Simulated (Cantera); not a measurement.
A closed system holds: 1 mol CH3F, 2.4 mol F2, 0.1 mol H2, held at 1.00 bar.

Cantera equilibrium calculation (NASA polynomials, part measured and part estimated; ideal gas, pure solids and liquids). Candidate condensed phases: C, C6H6, C7H8, C8H18; 95 gas species. The tables' values for C2F4 are old estimates; treat these amounts as uncertain. Gases not in the tables: C2F6 and larger saturated fluorocarbons. The numbers say what is thermodynamically allowed, not how fast it happens.

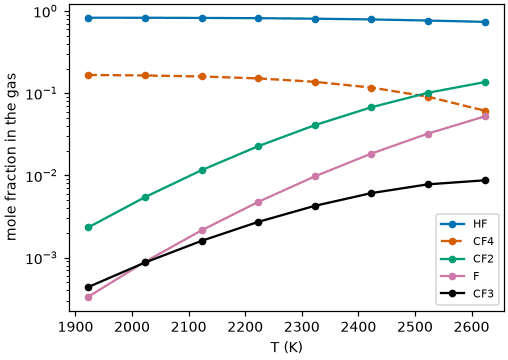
Figure. Equilibrium gas composition (values under 1e-9 drawn at 1e-9)

**Question.** Read off the mole fractions at 2123 K.

**Answer.** HF about 0.82, CF4 about 0.16, CF2 about 0.012, F about 0.0022, CF3 about 0.0016.
